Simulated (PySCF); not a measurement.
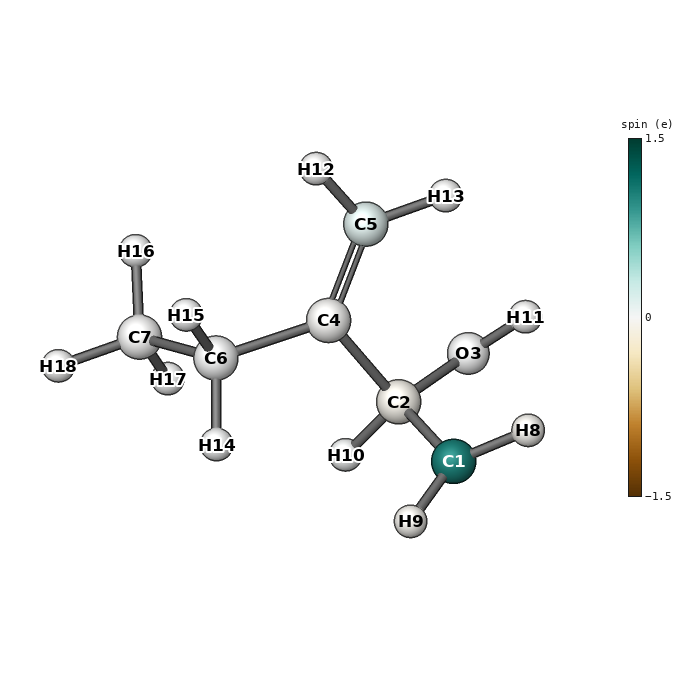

Atoms are coloured by their Mulliken spin populations. State: neutral, doublet. The geometry was computed by an optimisation with GFN2-xTB. No frequency run is at hand to confirm it as a minimum. Properties computed with UKS B3LYP, pcH-1 on C H O, non-relativistic (PySCF 2.14.0).

Q: Which atom carries the largest spin population?

A: C1 (1.04 e).

Q: Which atom has the lowest spin population?

A: C2 (−0.07 e); a negative value comes from spin polarisation.

Give the Mulliken spin populations atom by atom.

```tsv
atom	value (e)
C1	1.04
C2	−0.07
O3	0.01
C4	−0.02
C5	0.12
C6	0.00
C7	0.00
H8	−0.04
H9	−0.04
H10	0.02
H11	0.00
H12	0.00
H13	0.00
H14	0.00
H15	0.00
H16	0.00
H17	0.00
H18	0.00
```

Mulliken values depend strongly on the basis set.
